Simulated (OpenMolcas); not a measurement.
**NH3 (ammonia): CCSD(T)/cc-pVTZ**

What is the energy change on altering one bond length of NH3 (ammonia) at CCSD(T)/cc-pVTZ? 

Program for the calculation: OpenMolcas 26.06.

## (1) Starting point

NH3 has 4 atoms, charge 0, and is taken as a singlet. As SMILES, `N`. The coordinates come from a PBE0-D4/def2-TZVP relaxation.

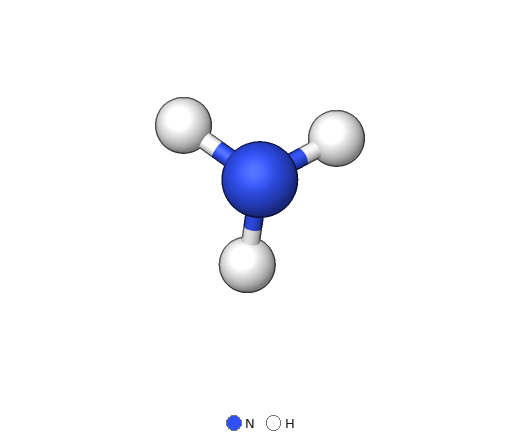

The structure, seen from a chosen angle (nitrogen blue, hydrogen white).

## (2) A single-point energy at CCSD(T)/cc-pVTZ

Contents of job.input:

```
* H3N CCSD(T)
&GATEWAY
BasLib=$CurrDir
Coord
4
angstrom
N       -0.069910       0.249470       0.110930
H        0.490470      -0.301820       0.749180
H       -0.887480      -0.301940      -0.118910
H        0.466920       0.354280      -0.741200
Basis=cc-pVTZ
Group=NoSym
&SEWARD
&SCF
PrOrbitals=0
&RASSCF
FileOrb=$Project.ScfOrb
Spin=1
Nactel=0 0 0
Inactive=5
Ras2=0
OutOrbitals=Canonical
OrbListing=Nothing
&MOTRA
JobIph
Frozen=1
&CCSDT
CCT
Triples=2
Iterations=50
Extrapolation=5 4
```

The basis set cc-pVTZ is read from a file made from the Basis Set Exchange's data (not shown).

Command:

```console
$ export MOLCAS_MEM=1860
$ pymolcas job.input > job.log
```

Standard output:

```text
--- Start Module: gateway ---
[...]
--- Stop Module: gateway /rc=_RC_ALL_IS_WELL_ ---
[...]
      Basis functions           72
[...]
       Convergence after  10 Iterations
[...]
::    Total SCF energy                                -56.2178288464
[...]
      Total spin, S                                     0.0000000000
[...]
      Number of active orbitals                  0
[...]
      Spin quantum number                      0.0
[...]
      Active orbitals                            0
[...]
      Number of CSFs                             1
[...]
      Number of root(s) required                 1
[...]
      Convergence after  4 iterations
[...]
      Natural orbitals and occupation numbers for root  1
      ************************************************************************************************************************
      *                                                    Final results                                                     *
      ************************************************************************************************************************
[...]
::    RASSCF root number  1 Total energy:    -56.21782885
[...]
      Total electronic charge=   10.000000
      Total            charge=   -0.000000
[...]
      Dipole Moment (debye):
      Origin of the operator (angstrom)=   -0.0534    0.1904    0.0847
                   X=  4.0446E-01               Y= -1.4434E+00               Z= -6.4180E-01           Total=  1.6306E+00
      Quadrupole Moment (debye*angstrom):
[...]
--- Start Module: motra ---
[...]
      *** WARNING: Default frozen orbitals is overwritten by user input.
      *** Default values:   1
[...]
--- Stop Module: motra /rc=_RC_ALL_IS_WELL_ ---
--- Start Module: ccsdt ---
[...]
      Convergence after                     7  Iterations
      Total energy (diff) :     -56.46545897      -0.00000000
[...]
 METHOD                       : CCSD+T(CCSD)+<T3(1)WT1> = CCSD(T)
[...]
       CCSD     =       -56.4654589688047
[...]
--- Stop Module: ccsdt /rc=_RC_ALL_IS_WELL_ ---
[...]
```

It took 7.2 s on 1 thread of Arm Neoverse V1, shared host; peak memory 0.42 GiB.

## (3) The distorted shape, same level

Contents of job.inp:

```
* H3N CCSD(T)

&GATEWAY
 BasLib = $CurrDir
 Coord
 4
 angstrom
 N       -0.016220       0.259952       0.025706
 H        0.544160      -0.291338       0.663956
 H       -0.833790      -0.291458      -0.204134
 H        0.466920       0.354280      -0.741200
 Basis = cc-pVTZ
 Group = NoSym

&SEWARD

&SCF
 PrOrbitals = 0

&RASSCF
 FileOrb = $Project.ScfOrb
 Spin = 1
 Nactel = 0 0 0
 Inactive = 5
 Ras2 = 0
 OutOrbitals = Canonical
 OrbListing = Nothing

&MOTRA
 JobIph
 Frozen = 1

&CCSDT
 CCT
 Triples = 2
 Iterations = 50
 Extrapolation = 5 4
```

The basis set cc-pVTZ is read from a file made from the Basis Set Exchange's data (not shown).

Command:

```console
$ export MOLCAS_MEM=1860
$ pymolcas job.inp > job.log
```

Standard output:

```text
--- Start Module: gateway ---
[...]
--- Stop Module: gateway /rc=_RC_ALL_IS_WELL_ ---
[...]
      Basis functions           72
[...]
       Convergence after  10 Iterations
[...]
::    Total SCF energy                                -56.2094686066
[...]
      Total spin, S                                     0.0000000000
[...]
      Number of active orbitals                  0
[...]
      Spin quantum number                      0.0
[...]
      Active orbitals                            0
[...]
      Number of CSFs                             1
[...]
      Number of root(s) required                 1
[...]
      Convergence after  4 iterations
[...]
      Natural orbitals and occupation numbers for root  1
      ************************************************************************************************************************
      *                                                    Final results                                                     *
      ************************************************************************************************************************
[...]
::    RASSCF root number  1 Total energy:    -56.20946861
[...]
      Total electronic charge=   10.000000
      Total            charge=   -0.000000
[...]
      Dipole Moment (debye):
      Origin of the operator (angstrom)=   -0.0028    0.2003    0.0045
                   X=  3.9858E-01               Y= -1.4547E+00               Z= -6.3247E-01           Total=  1.6356E+00
      Quadrupole Moment (debye*angstrom):
[...]
--- Start Module: motra ---
[...]
      *** WARNING: Default frozen orbitals is overwritten by user input.
      *** Default values:   1
[...]
--- Stop Module: motra /rc=_RC_ALL_IS_WELL_ ---
--- Start Module: ccsdt ---
[...]
      Convergence after                    11  Iterations
      Total energy (diff) :     -56.45533865      -0.00000004
[...]
 METHOD                       : CCSD+T(CCSD)+<T3(1)WT1> = CCSD(T)
[...]
       CCSD     =       -56.4553386459541
[...]
--- Stop Module: ccsdt /rc=_RC_ALL_IS_WELL_ ---
[...]
```

It took 8.1 s on 1 thread of Arm Neoverse V1, shared host; peak memory 0.42 GiB.

## (4) What came out

At CCSD(T)/cc-pVTZ, 1 core orbital frozen:

| quantity | value |
| --- | --- |
| first shape: total energy | -56.47309 Eh |
| first shape: dipole moment (mean-field density) | 1.63 D |
| first shape: HOMO energy (Hartree–Fock orbitals) | -11.57 eV |
| first shape: LUMO energy (Hartree–Fock orbitals) | 3.74 eV |
| first shape: HOMO–LUMO gap (Hartree–Fock orbitals) | 15.31 eV |
| first shape: correlation energy (1 core orbital frozen) | -255.3 mEh |
| first shape: (T) correction | -7.63 mEh |
| distorted shape: total energy | -56.46268 Eh |
| distorted shape: dipole moment (mean-field density) | 1.64 D |
| distorted shape: HOMO energy (Hartree–Fock orbitals) | -11.61 eV |
| distorted shape: LUMO energy (Hartree–Fock orbitals) | 3.80 eV |
| distorted shape: HOMO–LUMO gap (Hartree–Fock orbitals) | 15.41 eV |
| distorted shape: correlation energy (1 core orbital frozen) | -253.2 mEh |
| distorted shape: (T) correction | -7.35 mEh |
| energy change with the N1–H4 bond shortened from 1.013 to 0.911 Å | 0.283 eV |

In words: With the N1–H4 bond shortened from 1.013 to 0.911 Å the energy rises by 0.28 eV (27.3 kJ/mol). The first shape isn't relaxed at this level, so the change isn't measured from a minimum. The triples (first shape) make up 3.0 % of the correlation energy. Mulliken charges (distorted shape) of the mean-field density run from -0.49 on N1 to +0.17 on H4. The triples (distorted shape) make up 2.9 % of the correlation energy.
